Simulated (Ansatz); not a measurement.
# H8NPSi: search for a transition state, part 2 of 2

Ansatz 0.2.0, Gaussian basis; PBE0-D4. Earlier steps stand in the parts before.

## (6) Vibrations at the point found

Contents of vib/in.yaml:

```yaml
crystal:
  periodic: [false, false, false]
  atoms:
    - {symbol: Si, position_ang: [-1.084088, -0.553674, 0.477256]}
    - {symbol: N, position_ang: [0.749718, -0.441412, 0.781594]}
    - {symbol: H, position_ang: [-1.770715, 0.721953, 0.738748]}
    - {symbol: H, position_ang: [-1.399848, -1.442725, 1.646424]}
    - {symbol: H, position_ang: [-1.400121, -1.337261, -0.728068]}
    - {symbol: H, position_ang: [0.903099, 0.223871, -0.094408]}
    - {symbol: P, position_ang: [-0.034139, 1.194813, -1.670551]}
    - {symbol: H, position_ang: [1.001213, -0.004092, 1.666138]}
    - {symbol: H, position_ang: [1.241810, -1.328886, 0.698370]}
    - {symbol: H, position_ang: [0.700262, 2.300023, -1.148773]}
    - {symbol: H, position_ang: [1.093008, 0.667290, -2.366732]}
basis:
  gaussian: {orbitals: def2-TZVP}
hamiltonian: {xc: pbe0, dispersion: d4}
phonons: {temperatures: {t_min: 298.15, t_max: 900, t_step: 200}}
```

Run with:

```bash
$ ansatz run in.yaml --threads 4 --pin off --events-out ev --progress --plain --max-ram 9574MiB
```

Standard output, cut to the lines that bear on the results:

```text
Functional definition: PBE0
  name "PBE0"
  cite "Adamo & Barone, J. Chem. Phys. 110, 6158 (1999) doi:10.1063/1.478522"
  cite "Perdew, Burke & Ernzerhof, Phys. Rev. Lett. 77, 3865 (1996) doi:10.1103/PhysRevLett.77.3865"
  parent pbe
[...]
1057 factors; their error is unknown
[...]
mean field -18777.66762048 eV, -690.0665570924 hartree, gradient 6.2e-5 eV, S^2 0.000000; 0 other end points of the search recorded, 0 dependent functions left out
[...]
reference -18777.66765344 eV, -690.0665583036 hartree; 22, 22 occupied and 131, 131 virtual orbitals, 1057 factors
[... from here to the last solve, the lines of the solves are left out (65 solves) ...]
1057 factors; their error is unknown
mean field -18777.66761524 eV, -690.0665568999 hartree, gradient 1.2e-6 eV, S^2 0.000000; 0 other end points of the search recorded, 0 dependent functions left out
[...]
WARN: phonons: modes at or below zero, which the zero-point energy, F, S and C_V leave out: 1, the lowest at -385.98 cm⁻¹. A minimum has none, and a first-order saddle one
[...]
Atom 3 at    -1.399848    -1.442725     1.646424 Å, force     0.000672    -0.000999     0.000710 eV/Å
Atom 4 at    -1.400121    -1.337261    -0.728068 Å, force     0.000416     0.000372     0.001023 eV/Å
Atom 5 at     0.903099     0.223871    -0.094408 Å, force     0.002792    -0.003323     0.006610 eV/Å
Atom 6 at    -0.034139     1.194813    -1.670551 Å, force    -0.005104    -0.000772     0.001744 eV/Å
Atom 7 at     1.001213    -0.004092     1.666138 Å, force     0.000759     0.000388    -0.001882 eV/Å
Atom 8 at     1.241810    -1.328886     0.698370 Å, force     0.002280    -0.001843    -0.000238 eV/Å
Atom 9 at     0.700262     2.300023    -1.148773 Å, force     0.002042     0.001268     0.000916 eV/Å
Atom 10 at     1.093008     0.667290    -2.366732 Å, force     0.001843    -0.002052    -0.000816 eV/Å
Dipole moment:     0.460101    -0.661564     1.027802 e Å
Vibrations: -385.98 59.44 178.05 222.76 306.42 324.61 405.88 498.01 575.84 623.72 819.03 856.89 865.78 964.08 1016.60 1073.40 1085.47 1534.66 1540.63 2120.00 2142.60 2279.37 2312.82 2362.68 2374.95 3456.66 3560.51 cm⁻¹, zero-point energy 2.080508 eV
```

It took 82 s on 4 threads of Arm Neoverse V1, shared host.

The modes, with what each moves most:

```tsv
mode	wavenumber (cm⁻¹)	character
1	386i	changes N2–H6, H6–P7
2	59	torsion
3	178	torsion with bend
4	223	not assigned (largely outside the bonds, angles and torsions drawn)
5	306	not assigned (largely outside the bonds, angles and torsions drawn)
6	325	not assigned (largely outside the bonds, angles and torsions drawn)
7	406	bend
8	498	not assigned (largely outside the bonds, angles and torsions drawn)
9	576	not assigned (largely outside the bonds, angles and torsions drawn)
10	624	Si–N stretch
11	819	bend
12	857	bend
13	866	wag or twist with bend
14	964	bend
15	1017	wag or twist with bend
16	1073	bend
17	1085	bend
18	1535	bend
19	1541	bend
20	2120	N–H and Si–H stretch
21	2143	Si–H stretch
22	2279	Si–H stretch
23	2313	Si–H stretch
24	2363	P–H stretch
25	2375	P–H stretch
26	3457	N–H stretch
27	3561	N–H stretch
```

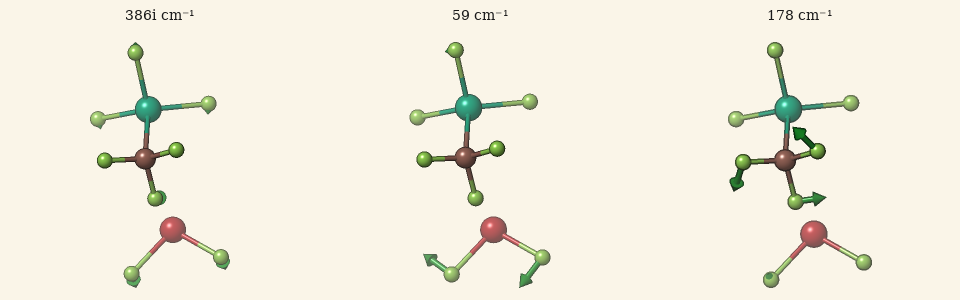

How the atoms move in 3 of the modes.

Vibrational sums (real modes only):

```tsv
T (K)	entropy (J/mol/K)	heat capacity (J/mol/K)
298	62.0	71.0
498	107.4	106.7
698	147.7	132.2
898	183.3	151.0
```

## (7) Relaxing after a step of 0.30 Å one way along the mode

Contents of downa/in.yaml:

```yaml
crystal:
  periodic: [false, false, false]
  atoms:
    - {symbol: Si, position_ang: [-1.082864, -0.442985, 0.325132]}
    - {symbol: N, position_ang: [0.806241, -0.417786, 0.768235]}
    - {symbol: H, position_ang: [-1.837318, 0.759582, 0.741221]}
    - {symbol: H, position_ang: [-1.316143, -1.357559, 1.547418]}
    - {symbol: H, position_ang: [-1.453096, -1.361696, -0.773139]}
    - {symbol: H, position_ang: [1.129149, 0.148364, 0.087802]}
    - {symbol: P, position_ang: [-0.172471, 1.194040, -1.706179]}
    - {symbol: H, position_ang: [1.014765, -0.011941, 1.683035]}
    - {symbol: H, position_ang: [1.258475, -1.328444, 0.687210]}
    - {symbol: H, position_ang: [0.634805, 2.219662, -1.089850]}
    - {symbol: H, position_ang: [1.018658, 0.598663, -2.270886]}
basis:
  gaussian: {orbitals: def2-TZVP}
hamiltonian: {xc: pbe0, dispersion: d4}
relax: {f_tol: 0.005, max_steps: 200}
```

Run with:

```bash
$ ansatz run in.yaml --threads 4 --pin off --events-out ev --progress --plain --max-ram 9574MiB
```

Standard output, cut to the lines that bear on the results:

```text
[... 5 set-up lines as earlier in the session ...]
[...]
1057 factors; their error is unknown
[...]
mean field -18777.57726434 eV, -690.0632365655 hartree, gradient 3.8e-5 eV, S^2 0.000000; 0 other end points of the search recorded, 0 dependent functions left out
[...]
reference -18777.57729657 eV, -690.0632377499 hartree; 22, 22 occupied and 131, 131 virtual orbitals, 1057 factors
relax step   1: F+E_penalty+E_count = -18777.76178843 eV  Δ(F+E_penalty+E_count) = +0.000e0 eV  max|allowed force component| = 3.211e0 eV/Å  Δτ_max = 0.0000 Å  (27 SCF iters, accepted)
[...]
Atom 1 at     1.479191    -0.862440     0.641927 Å, force     0.001797    -0.003676    -0.000802 eV/Å
Atom 2 at    -2.776906     0.341438    -0.324119 Å, force    -0.001814     0.000164     0.000627 eV/Å
Atom 3 at    -1.125088     0.526499     1.410798 Å, force     0.001324    -0.000532    -0.000714 eV/Å
Atom 4 at    -1.264495    -1.469061     0.030661 Å, force     0.000869     0.000119     0.000495 eV/Å
Atom 5 at     2.270604    -0.258657     0.828226 Å, force    -0.001071     0.000829     0.002202 eV/Å
Atom 6 at    -0.022513     0.923396    -1.529039 Å, force    -0.000023    -0.001037    -0.000320 eV/Å
Atom 7 at     1.297063    -1.392084     1.485719 Å, force     0.001340     0.001118    -0.002530 eV/Å
Atom 8 at     1.764255    -1.520871    -0.073065 Å, force    -0.002707     0.002017     0.002227 eV/Å
Atom 9 at    -0.934284     1.951434    -1.894916 Å, force    -0.000564    -0.000786     0.001376 eV/Å
Atom 10 at     0.679129     1.748134    -0.615533 Å, force     0.000360    -0.000231     0.000351 eV/Å
Dipole moment:     0.412994    -0.170546     0.281529 e Å
```

Run time: 2.6 min. Hardware: 4 threads of Arm Neoverse V1, shared host.

Step by step: (not every step is listed)

```tsv
step	energy from step 1 (eV)	largest force component (eV/Å)
1	0.0000	3.2109
2	-0.3552	0.5209
3	-0.4083	1.2784
4	-0.4814	0.7564
5	-0.5206	0.4706
6	-0.6109	0.4058
7	-0.7571	0.7825
8	-0.9364	0.8393
9	-1.1414	0.8745
16	-1.4464	0.5822
23	-1.4803	0.1605
30	-1.4997	0.1218
37	-1.5103	0.3519
44	-1.5266	0.2101
51	-1.5366	0.1219
58	-1.5488	0.0343
65	-1.5508	0.0484
72	-1.5514	0.0973
79	-1.5522	0.0082
82	-1.5523	0.0049
83	-1.5523	0.0125
84	-1.5524	0.0404
85	-1.5524	0.0180
86	-1.5525	0.0050
87	-1.5525	0.0037
```

Distances of close pairs at the start and the end, largest changes first:

```tsv
bond	before (Å)	after (Å)	change (Å)
Si1–N2	1.941	3.038	+1.097
Si1–P7	2.763	2.258	-0.505
N2–H6	0.942	1.013	+0.070
Si1–H4	1.544	1.485	-0.060
P7–H11	1.446	1.417	-0.030
P7–H10	1.443	1.422	-0.021
Si1–H3	1.479	1.493	+0.014
N2–H8	1.022	1.013	-0.010
```

## (8) Relaxing after a step of 0.30 Å the other way along the mode

Contents of downb/in.yaml:

```yaml
crystal:
  periodic: [false, false, false]
  atoms:
    - {symbol: Si, position_ang: [-1.085311, -0.664362, 0.629381]}
    - {symbol: N, position_ang: [0.693196, -0.465037, 0.794954]}
    - {symbol: H, position_ang: [-1.704111, 0.684324, 0.736275]}
    - {symbol: H, position_ang: [-1.483554, -1.527891, 1.745431]}
    - {symbol: H, position_ang: [-1.347145, -1.312825, -0.682996]}
    - {symbol: H, position_ang: [0.677050, 0.299378, -0.276618]}
    - {symbol: P, position_ang: [0.104193, 1.195585, -1.634923]}
    - {symbol: H, position_ang: [0.987661, 0.003756, 1.649241]}
    - {symbol: H, position_ang: [1.225145, -1.329327, 0.709530]}
    - {symbol: H, position_ang: [0.765719, 2.380383, -1.207696]}
    - {symbol: H, position_ang: [1.167358, 0.735916, -2.462579]}
basis:
  gaussian: {orbitals: def2-TZVP}
hamiltonian: {xc: pbe0, dispersion: d4}
relax: {f_tol: 0.005, max_steps: 200}
```

Run with:

```bash
$ ansatz run in.yaml --threads 4 --pin off --events-out ev --progress --plain --max-ram 9574MiB
```

Standard output, cut to the lines that bear on the results:

```text
[... 5 set-up lines as earlier in the session ...]
[...]
1057 factors; their error is unknown
[...]
mean field -18777.94575732 eV, -690.0767784326 hartree, gradient 5.4e-5 eV, S^2 0.000000; 0 other end points of the search recorded, 0 dependent functions left out
[...]
reference -18777.94579095 eV, -690.0767796687 hartree; 22, 22 occupied and 131, 131 virtual orbitals, 1057 factors
relax step   1: F+E_penalty+E_count = -18778.12577168 eV  Δ(F+E_penalty+E_count) = +0.000e0 eV  max|allowed force component| = 1.422e0 eV/Å  Δτ_max = 0.0000 Å  (27 SCF iters, accepted)
[...]
Atom 1 at     0.568207    -0.802827     1.215257 Å, force    -0.000673     0.001375    -0.002621 eV/Å
Atom 2 at    -1.664930     0.496260     0.969139 Å, force     0.000443    -0.000899     0.001208 eV/Å
Atom 3 at    -1.909595    -1.700427     1.913932 Å, force     0.000368     0.000980     0.000285 eV/Å
Atom 4 at    -1.333583    -1.490549    -0.410544 Å, force     0.000161    -0.000763     0.000697 eV/Å
Atom 5 at     0.829492     0.815270    -0.979826 Å, force    -0.001112     0.002318    -0.003133 eV/Å
Atom 6 at     0.301945     1.541028    -2.081085 Å, force     0.004353    -0.001495     0.000811 eV/Å
Atom 7 at     0.908607    -0.281140     2.007490 Å, force    -0.000415    -0.000034     0.001410 eV/Å
Atom 8 at     1.133393    -1.623980     1.067062 Å, force    -0.001301    -0.000774     0.000438 eV/Å
Atom 9 at     0.925574     2.755533    -1.690045 Å, force    -0.001208    -0.001261     0.000782 eV/Å
Atom 10 at     1.371167     1.179664    -2.943264 Å, force    -0.002015     0.000312     0.001719 eV/Å
Dipole moment:     0.326807    -0.121368     0.263883 e Å
```

It took 36 s on 4 threads of Arm Neoverse V1, shared host.

Relaxation path:

```tsv
step	energy from step 1 (eV)	largest force component (eV/Å)
1	0.0000	1.4220
2	-0.2070	1.7072
3	-0.5981	1.3049
4	-0.9158	1.5324
5	-1.0846	1.2300
6	-1.2119	0.5582
7	-1.2264	0.3483
8	-1.2333	0.1893
9	-1.2359	0.0661
10	-1.2362	0.0388
11	-1.2367	0.0062
12	-1.2371	0.0589
13	-1.2374	0.0484
14	-1.2380	0.0245
15	-1.2385	0.0571
16	-1.2387	0.0536
17	-1.2389	0.0033
18	-1.2390	0.0109
19	-1.2391	0.0098
20	-1.2391	0.0044
```

Close pairs (by a distance rule), those that changed most:

```tsv
bond	before (Å)	after (Å)	change (Å)
N2–H6	1.316	2.740	+1.423
H6–P7	1.725	1.420	-0.305
Si1–N2	1.797	1.724	-0.073
Si1–H4	1.466	1.494	+0.027
N2–H9	1.018	1.008	-0.011
N2–H8	1.018	1.008	-0.010
P7–H11	1.424	1.420	-0.003
P7–H10	1.423	1.420	-0.002
```

## (9) What the saddle joins

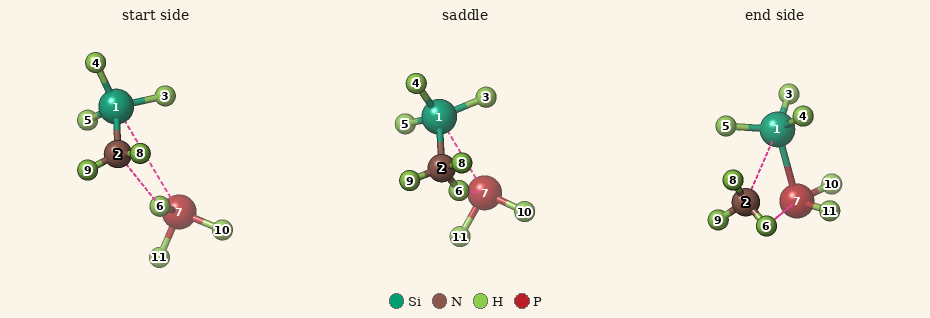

The minimum on the start side, the saddle and the minimum on the end side; broken lines join the pairs that change, where they aren't drawn as bonds.

```tsv
pair	start side (Å)	saddle (Å)	end side (Å)
Si1–P7	4.127	2.962	2.258
N2–H6	2.740	1.111	1.013
Si1–N2	1.724	1.862	3.038
H6–P7	1.420	2.075	3.495
```

## (10) Summary of results

This closing draws on all 2 parts.

```
                       quantity                                                     value
                 imaginary mode                                                 386i cm⁻¹
    barrier from the start side                                             34.9 kcal/mol
      barrier from the end side                                             33.7 kcal/mol
             energy of the step                                             +1.2 kcal/mol
              pairs that change  Si1–P7 formed, N2–H6 formed, Si1–N2 broken, H6–P7 broken
zero-point energy at the saddle                                                  2.081 eV
```

In words: One imaginary mode, 386i cm⁻¹, makes this a first-order saddle. Going downhill both ways gives the intended start and end. At PBE0-D4/def2-TZVP the electronic barrier is 34.9 kcal/mol, about 59 kT at 298 K, and the step runs 1.2 kcal/mol uphill. A step off the saddle overshot and began above it in energy, so the link to its end is likely but not proven.
